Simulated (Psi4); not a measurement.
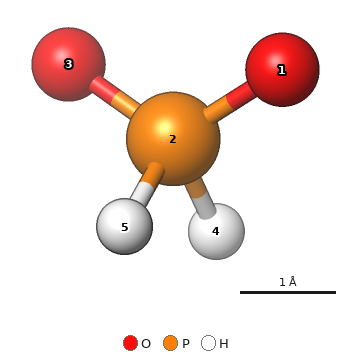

The structure (ball-and-stick view, seen at a tilt; atoms are numbered from 1 in the order of the input). Bond lengths as drawn: H–P 1.41 Å and O–P 1.48 Å.

**PH$_{2}$O$_{2}$ (charge −1): field calculation**

PH$_{2}$O$_{2}$, charge −1, SMILES O=[PH2][O-], computed with CCSD/pcseg-0, RHF, DKH2, in an applied electric field (Psi4 1.11).

Some settings of this run were made unusual or wrong on purpose. The geometry comes from this level: GFN2-xTB.

## The input (job.py)
```python
import psi4

psi4.set_memory(1600000000)
psi4.set_num_threads(1)
psi4.core.set_output_file('psi4.out', False)

with open('h2o2p.xyz') as f:
    atoms = ''.join(f.readlines()[2:])
m = psi4.geometry('-1 1\n' + atoms + 'symmetry c1\nno_reorient\nno_com')

psi4.set_options({
    'basis': 'pcseg-0',
    'scf_type': 'df',
    'cc_type': 'df',
    'perturb_h': True,
    'perturb_with': 'dipole',
    'perturb_dipole': [0.0, 0.01, 0.0],
    'num_frozen_docc': 16,
    'relativistic': 'dkh',
    'dkh_order': 2,
})

energy_value = psi4.energy('ccsd', molecule=m)
print(f'total energy {energy_value:.8f} hartree = {energy_value * 27.211386:.5f} eV')
```

## File h2o2p.xyz
```
5
H2O2P
O     -0.569750     0.418060     1.344900
P      0.023990    -0.029410     0.067110
O      1.087130    -1.056140     0.105400
H     -0.993470    -0.417790    -0.831230
H      0.452100     1.085290    -0.686190
```

Run on 1 thread of Intel Xeon (Granite Rapids), 12 GiB of memory available, shared host.

Command:
```bash
python job.py
```

## Output
```
Relativistic analytic gradients are not implemented yet, re-routing to finite differences.
    For method 'CCSD', SCF Algorithm Type (re)set to DISK_DF.

   => Loading Basis Set <=

    Name: PCSEG-0
    Role: ORBITAL
    Keyword: BASIS

         ---------------------------------------------------------
                                   SCF
                              RHF Reference
                        1 Threads,   1525 MiB Core
         ---------------------------------------------------------

  ==> Geometry <==

    Molecular point group: c1
    Full point group: C1

    Geometry (in Angstrom), charge = -1, multiplicity = 1:

       Center              X                  Y                   Z               Mass
    ------------   -----------------  -----------------  -----------------  -----------------
         O           -0.569750000000     0.418060000000     1.344900000000    15.994914619570
         P            0.023990000000    -0.029410000000     0.067110000000    30.973761998420
         O            1.087130000000    -1.056140000000     0.105400000000    15.994914619570
         H           -0.993470000000    -0.417790000000    -0.831230000000     1.007825032230
         H            0.452100000000     1.085290000000    -0.686190000000     1.007825032230

  Running in c1 symmetry.

  Rotational constants: A =      0.64497  B =      0.31320  C =      0.22311 [cm^-1]
  Rotational constants: A =  19335.61217  B =   9389.35422  C =   6688.64637 [MHz]
  Nuclear repulsion =  117.787091675740044

  Charge       = -1
  Multiplicity = 1
  Electrons    = 34
  Nalpha       = 17
  Nbeta        = 17

  ==> Algorithm <==

  SCF Algorithm Type is DISK_DF.
  DIIS enabled.
  MOM disabled.
  Fractional occupation disabled.
  Guess Type is SAD.
  Energy threshold   = 1.00e-08
  Density threshold  = 1.00e-08
  Integral threshold = 1.00e-12

  ==> Primary Basis <==

  Basis Set: PCSEG-0
    Blend: PCSEG-0
    Number of shells: 21
    Number of basis functions: 35
    Number of Cartesian functions: 35
    Spherical Harmonics?: true
    Max angular momentum: 1

   => Loading Basis Set <=

    Name: (PCSEG-0 AUX)
    Role: JKFIT
    Keyword: DF_BASIS_SCF

   => Loading Basis Set <=

    Name: (PCSEG-0 AUX)
    Role: DECON
    Keyword: BASIS_RELATIVISTIC

  ==> Integral Setup <==

  ==> DiskDFJK: Density-Fitted J/K Matrices <==

    J tasked:                  Yes
    K tasked:                  Yes
    wK tasked:                  No
    Integrals threads:           1
    Memory [MiB]:             1144
    Algorithm:                Core
    Integral Cache:           SAVE
    Schwarz Cutoff:          1E-12
    Fitting Condition:       1E-10

   => Auxiliary Basis Set <=

  Basis Set: (PCSEG-0 AUX)
    Blend: DEF2-UNIVERSAL-JKFIT
    Number of shells: 100
    Number of basis functions: 318
    Number of Cartesian functions: 381
    Spherical Harmonics?: true
    Max angular momentum: 4

  Perturbing V by 0.010000 mu(y).
    Computing 2-order Douglas-Kroll-Hess integrals.
    Adding Douglas-Kroll-Hess corrections to the potential integrals.
  Minimum eigenvalue in the overlap matrix is 2.2931182498E-02.
  Reciprocal condition number of the overlap matrix is 6.0202187775E-03.
    Using symmetric orthogonalization.

  ==> Pre-Iterations <==

  SCF Guess: Superposition of Atomic Densities via on-the-fly atomic UHF (no occupation information).

   -------------------------
    Irrep   Nso     Nmo
   -------------------------
     A         35      35
   -------------------------
    Total      35      35
   -------------------------

  ==> Iterations <==

                           Total Energy        Delta E     RMS |[F,P]|

   @DF-RHF iter SAD:  -491.14605476118254   -4.91146e+02   0.00000e+00
   @DF-RHF iter   1:  -491.25506367772061   -1.09009e-01   2.01941e-02 DIIS/ADIIS
   @DF-RHF iter   2:  -491.37228485101292   -1.17221e-01   1.44690e-02 DIIS/ADIIS
   @DF-RHF iter   3:  -491.46158171427555   -8.92969e-02   1.04632e-03 DIIS/ADIIS
   @DF-RHF iter   4:  -491.46244069538227   -8.58981e-04   1.85622e-04 DIIS/ADIIS
   @DF-RHF iter   5:  -491.46246985820954   -2.91628e-05   9.62994e-05 DIIS
   @DF-RHF iter   6:  -491.46247739420301   -7.53599e-06   2.78647e-05 DIIS
   @DF-RHF iter   7:  -491.46247892254991   -1.52835e-06   6.67992e-06 DIIS
   @DF-RHF iter   8:  -491.46247902524397   -1.02694e-07   9.43416e-07 DIIS
   @DF-RHF iter   9:  -491.46247902705676   -1.81279e-09   1.85636e-07 DIIS
   @DF-RHF iter  10:  -491.46247902711718   -6.04246e-11   4.74540e-08 DIIS
   @DF-RHF iter  11:  -491.46247902712213   -4.94538e-12   8.99232e-09 DIIS
  Energy and wave function converged.

  ==> Post-Iterations <==

    Orbital Energies [Eh]
    ---------------------

    Doubly Occupied:

       1A    -80.000636     2A    -20.267249     3A    -20.259305
       4A     -7.355084     5A     -5.309942     6A     -5.306989
       7A     -5.305665     8A     -1.117921     9A     -1.037732
      10A     -0.598309    11A     -0.419446    12A     -0.365019
      13A     -0.306788    14A     -0.212140    15A     -0.205939
      16A     -0.191560    17A     -0.182242

    Virtual:

      18A      0.384895    19A      0.453284    20A      0.479810
      21A      0.523318    22A      0.795091    23A      0.957874
      24A      1.019747    25A      1.221069    26A      1.234808
      27A      1.246884    28A      1.660138    29A      1.796895
      30A      2.043926    31A      2.135849    32A      2.177368
      33A      2.238917    34A      2.319014    35A      2.367765

    Final Occupation by Irrep:
              A
    DOCC [    17 ]
    NA   [    17 ]
    NB   [    17 ]

  @DF-RHF Final Energy:  -491.46247902712213

   => Energetics <=

    Nuclear Repulsion Energy =            117.7870916757400437
    One-Electron Energy =                -921.6152121249368747
    Two-Electron Energy =                 312.3656414220747024
    Total Energy =                       -491.4624790271221286

Computation Completed

Properties will be evaluated at   0.000000,   0.000000,   0.000000 [a0]

Properties computed using the SCF density matrix

 Multipole Moments:

 ------------------------------------------------------------------------------------
     Multipole            Electronic (a.u.)      Nuclear  (a.u.)        Total (a.u.)
 ------------------------------------------------------------------------------------

 L = 1.  Multiply by 2.5417464519 to convert [e a0] to [Debye]
 Dipole X            :         -8.0855268            7.4786289           -0.6068978
 Dipole Y            :          9.7426569           -9.2186321            0.5240249
 Dipole Z            :        -22.6432703           20.9601430           -1.6831273
 Magnitude           :                                                    1.8643617

 ------------------------------------------------------------------------------------

	total time  =          0 seconds =       0.00 minutes
  Constructing Basis Sets for FNOCC...

   => Loading Basis Set <=

    Name: (PCSEG-0 AUX)
    Role: JKFIT
    Keyword: DF_BASIS_SCF

   => Loading Basis Set <=

    Name: (PCSEG-0 AUX)
    Role: RIFIT
    Keyword: DF_BASIS_CC

   => Loading Basis Set <=

    Name: (PCSEG-0 AUX)
    Role: DECON
    Keyword: BASIS_RELATIVISTIC

        *******************************************************
        *                                                     *
        *                       DF-CCSD                       *
        *                 Density-fitted CCSD                 *
        *                                                     *
        *                                                     *
        *******************************************************

  ==> 3-index integrals <==

 => Primary Basis Set <=

  Basis Set: PCSEG-0
    Blend: PCSEG-0
    Number of shells: 21
    Number of basis functions: 35
    Number of Cartesian functions: 35
    Spherical Harmonics?: true
    Max angular momentum: 1

 => Auxiliary Basis Set <=

  Basis Set: (PCSEG-0 AUX)
    Blend: DEF2-SV_P_-RI
    Number of shells: 64
    Number of basis functions: 186
    Number of Cartesian functions: 213
    Spherical Harmonics?: true
    Max angular momentum: 3

  DFTensor Memory: Qso construction needs 0.004 GiB; user supplied 1.416 GiB.
    Number of auxiliary functions:         186

  ==> Memory <==

        Total memory available:              1.490 [GiB]
        CCSD memory requirements:            0.004 [GiB]
            3-index integrals:               0.001 [GiB]
            CCSD intermediates:              0.003 [GiB]

  ==> Input parameters <==

        Freeze core orbitals?                 yes
        Use frozen natural orbitals?           no
        r_convergence:                  1.000e-07
        e_convergence:                  1.000e-06
        Number of DIIS vectors:                 8
        Number of frozen core orbitals:        16
        Number of active occupied orbitals:     1
        Number of active virtual orbitals:     18
        Number of frozen virtual orbitals:      0

  Begin singles and doubles coupled cluster iterations

   Iter  DIIS          Energy       d(Energy)          |d(T)|     time
      0   0 1   -0.0066455187   -0.0066455187    0.0570225644        0
      1   1 1   -0.0075639316   -0.0009184129    0.0126717249        0
      2   2 1   -0.0078211105   -0.0002571789    0.0042659128        0
      3   3 1   -0.0079447877   -0.0001236772    0.0015766971        0
      4   4 1   -0.0079447770    0.0000000107    0.0000463965        0
      5   5 1   -0.0079446570    0.0000001200    0.0000077736        0
      6   6 1   -0.0079446621   -0.0000000051    0.0000010498        0
      7   7 1   -0.0079446627   -0.0000000005    0.0000002150        0
      8   8 1   -0.0079446627    0.0000000000    0.0000000278        0

  CCSD iterations converged!

        T1 diagnostic:                        0.004573832450
        D1 diagnostic:                        0.006468375883

        OS MP2 correlation energy:           -0.006645518691
        SS MP2 correlation energy:            0.000000000000
        MP2 correlation energy:              -0.006645518691
      * MP2 total energy:                  -491.469124545813

        OS CCSD correlation energy:          -0.007944662660
        SS CCSD correlation energy:           0.000000000000
        CCSD correlation energy:             -0.007944662660
      * CCSD total energy:                 -491.470423689783

  Total time for CCSD iterations:       0.04 s (user)
                                        0.03 s (system)
                                           0 s (total)

  Time per iteration:                   0.01 s (user)
                                        0.00 s (system)
                                        0.00 s (total)

	total time  =          0 seconds =       0.00 minutes

	total time  =          0 seconds =       0.00 minutes
```

## Standard output
```
total energy -491.47042369 hartree = -13373.59141 eV
```

## Outcome

- outcome: converged
- total energy: −491.470424 hartree
- SCF energy: −491.462479 hartree
- MP2 energy: −491.469125 hartree
- CCSD energy: −491.470424 hartree
- correlation energy: −0.007945 hartree
- basis functions: 35
- T1 diagnostic: 0.005
- HOMO of the SCF reference: −4.96 eV
- LUMO of the SCF reference: 10.47 eV
- wall time: 1.4 s
- peak memory: 0.2 GiB

## What went wrong

Some settings of this run were drawn to be unusual or wrong (num_frozen_docc set to 16). It converged; results that depend on the unusual settings are not reference values.
